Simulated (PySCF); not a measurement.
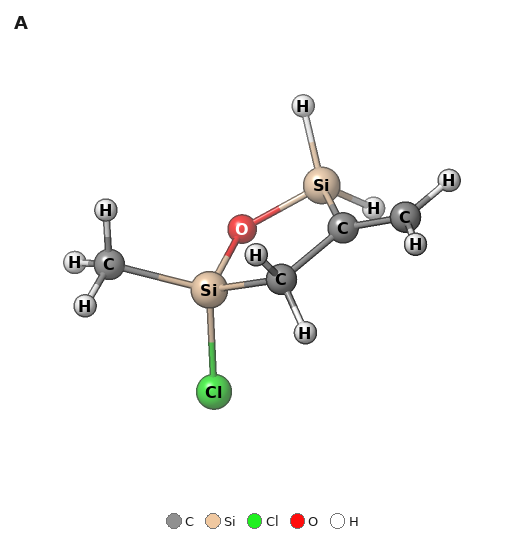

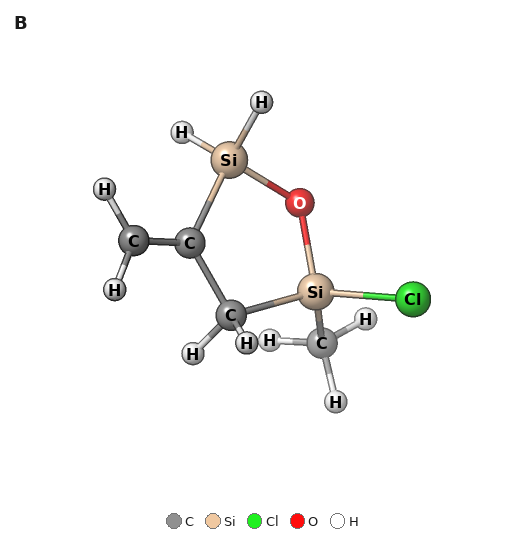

Atoms fade into the background with distance from the viewer. Computed geometry: GFN2-xTB optimisation. No frequency run is at hand to confirm it as a minimum.

Q: Are A and B the same structure? If not, how do they differ?

A: Yes. They are the same structure, C4H9ClOSi2 (C=C1C[Si@](C)(Cl)O[SiH2]1), seen from two directions: a rotation takes one into the other. The geometry is chiral (C1), so its mirror image would differ.
